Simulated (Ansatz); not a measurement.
Start from CaO in the rock salt structure (space group Fm-3m, No. 225; a = 4.8308 Å).

It is then changed as follows: a negative pressure, −1 GPa.

The values are results of Ansatz (a quantum-chemistry and plane-wave program), PBE, PAW, cutoff 420 eV, without spin-orbit coupling, not measurements.

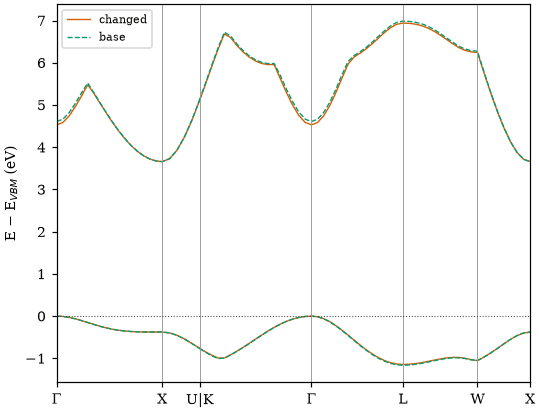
Figure. Highest valence and lowest conduction band along the path, each from its own valence-band maximum

From the figure, how large is the changed gap, and is it direct?

About 3.7 eV, indirect, Γ → X.

Load acts through the strain it causes; cell and atoms are relaxed under it. Stability against distortions was not tested.
